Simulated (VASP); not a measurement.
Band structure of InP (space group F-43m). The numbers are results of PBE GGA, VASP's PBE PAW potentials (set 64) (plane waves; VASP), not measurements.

Unless said otherwise, spin-orbit coupling is left out, though it shifts the bands of the heavy elements here.

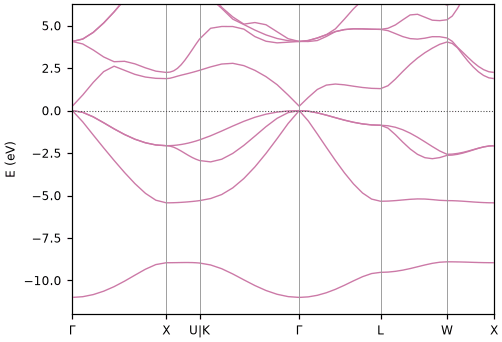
Figure. Bands along high-symmetry lines, zero at the valence-band maximum or, without a gap, the Fermi level

Task: Read the plot: is there a gap, and where are the band edges?

Result: The gap is direct, 0.26 eV, from the valence maximum at Γ to the conduction minimum at Γ.

The structure comes from a computed database's InP entry; how it stands against other phases isn't given here. The cell was not relaxed at this level.
